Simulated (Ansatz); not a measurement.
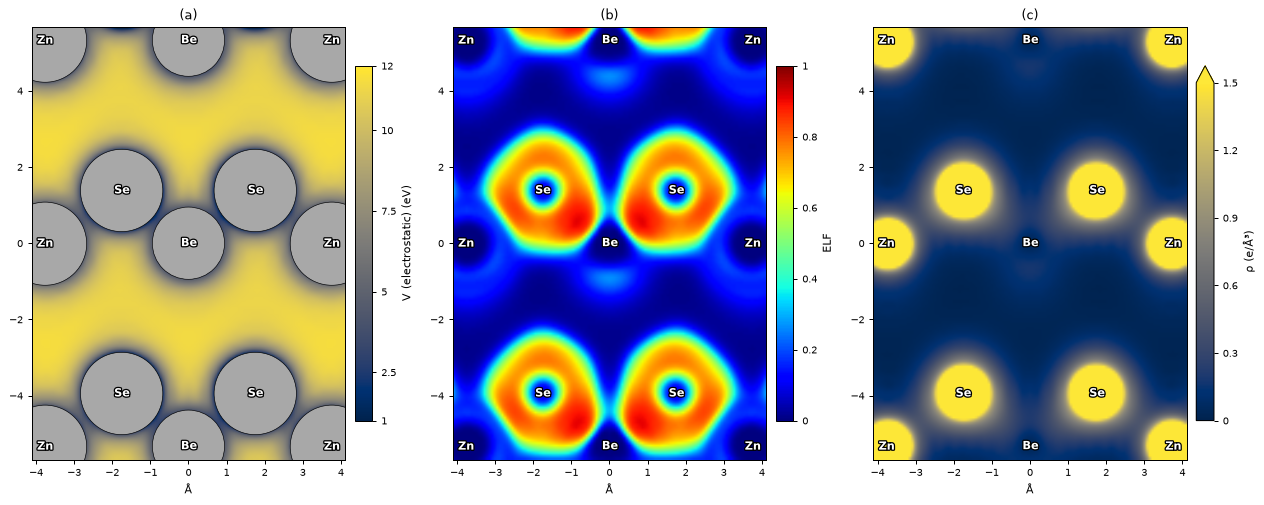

Figure. Be$_{3}$ZnSe$_{4}$. (a) electrostatic potential (local pseudopotential plus Hartree) felt by an electron; (b) ELF; (c) valence charge density (pseudo) on the (100) plane of the conventional cell. Grey discs cover the atomic cores in the potential map.

Space group Pmm2; a structure generated by program, which may or may not match a known phase.

Level of theory: DFT r2SCAN, scalar-relativistic, plane waves, PAW (Ansatz).

Core electrons are frozen (PAW), and the valence fields are smoothed inside the atomic spheres.

```
CELL_PARAMETERS angstrom
3.74769 0.00000 0.00000
0.00000 7.52403 0.00000
0.00000 0.00000 5.32747
ATOMIC_POSITIONS crystal
Be 0.00000 0.50000 0.00309
Be 0.50000 0.74009 0.50017
Be 0.50000 0.25991 0.50017
Zn 0.00000 0.00000 0.00066
Se 0.00000 0.26700 0.26283
Se 0.00000 0.73300 0.26283
Se 0.50000 0.00000 0.70999
Se 0.50000 0.50000 0.76025
```

Q: Describe what can be read from this map.

A: Atoms in the plane: Be, Zn and Se. Be–Se (2.23 Å): ρ at the midpoint is about 0.6 e/Å³; the ELF peaks at about 0.90 between the atoms: a polar covalent bond. Zn–Se (2.45 Å): ρ at the midpoint is about 0.48 e/Å³; the ELF is about 0.65 at the midpoint. Between the atoms the lowest density in this plane is 0.01 e/Å³. Outside the cores the potential energy rises away from the atoms and is highest about 2.2 Å from the nearest atoms; its zero is arbitrary.
